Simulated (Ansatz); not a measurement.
Consider CH₄AlBr (SMILES [CH3][AlH][Br]).

```yaml
atoms:
  - { symbol: C, position_ang: [-0.7521, 0.4929, -0.2824] }
  - { symbol: Al, position_ang: [0.8877, -0.4472, 0.1481] }
  - { symbol: Br, position_ang: [0.8972, -1.9452, 1.8477] }
  - { symbol: H, position_ang: [-0.6052, 1.5747, -0.1968] }
  - { symbol: H, position_ang: [-1.5824, 0.2079, 0.3659] }
  - { symbol: H, position_ang: [-1.0438, 0.2989, -1.3198] }
  - { symbol: H, position_ang: [2.2597, -0.2501, -0.6083] }
```

Geometry: PBE0-D4/def2-TZVP.

Method: Ansatz 0.2.0, RKS PBE0-D4/def2-TZVPP.

What will maps of the electron density and electron localisation function show?

Answer. C–Al (1.94 Å): ρ at the midpoint is about 0.74 e/Å³; the ELF peaks at about 0.95 between the atoms; a polar covalent bond.
Al–Br (2.27 Å): ρ at the midpoint is about 0.65 e/Å³; the ELF peaks at about 0.85 in the valence shell of Br, 1.1 Å from its nucleus, and is about 0.80 at the midpoint.
C–H (1.09 Å): ρ at the midpoint is about 1.9 e/Å³; the ELF climbs to about 1 towards the hydrogen, as it does in any bond to H: a covalent bond by its length.
Al–H (1.58 Å): ρ at the midpoint is about 0.57 e/Å³; the ELF climbs to about 1 towards the hydrogen.

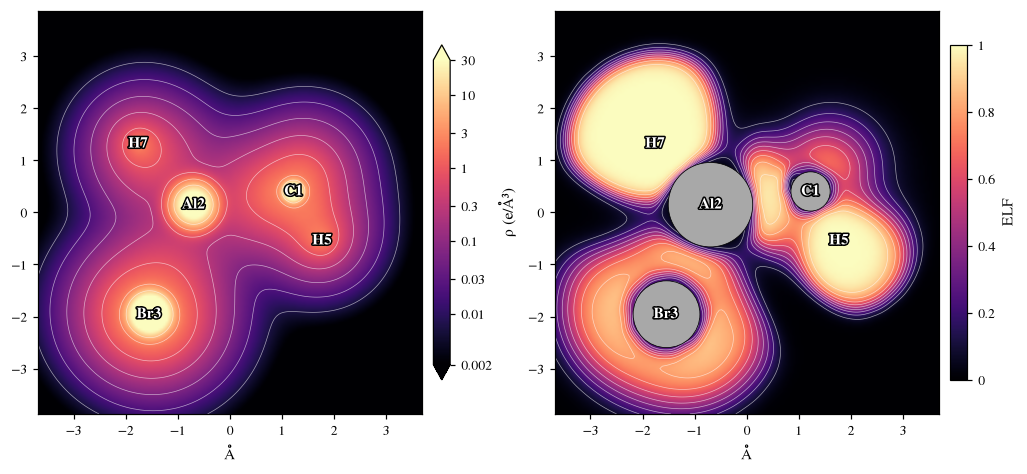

Computed electron density and electron localisation function on the plane of atoms Al2, C1 and H5, in this order. Grey discs cover the atomic cores in the ELF map. 
